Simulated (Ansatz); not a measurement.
System: HfSn₃O₈.

Method: relaxed lattice of one prototype by several density functionals, zero stress, symmetry kept, spin-unpolarised plane waves (Ansatz 0.2.0).

| setting | value |
| --- | --- |
| prototype | rutile host |
| atoms in cell | 12 |
| periodic directions | 3 |

Predict the volume per atom by functional. The cases: r2SCAN; PBEsol; PBE.

r2SCAN gives 12.230 Å³, PBEsol 12.282 Å³ and PBE 12.673 Å³.

| functional | volume per atom (Å³) | lattice constant a (Å) | lattice constant c (Å) |
| --- | --- | --- | --- |
| r2SCAN | 12.230 | 4.783 | 6.416 |
| PBEsol | 12.282 | 4.788 | 6.429 |
| PBE | 12.673 | 4.843 | 6.484 |

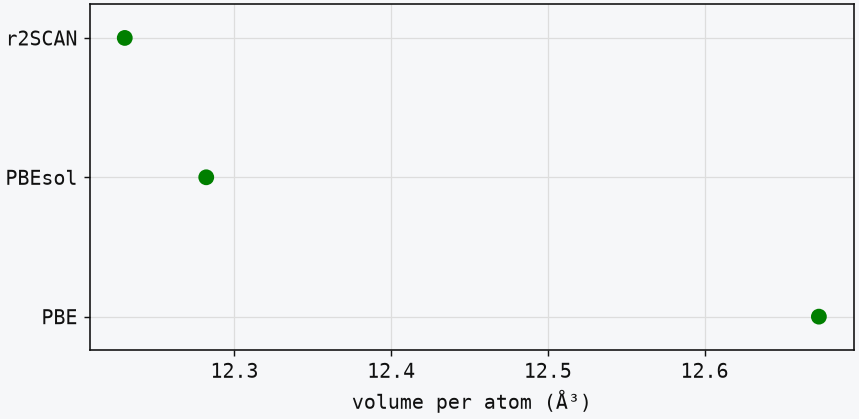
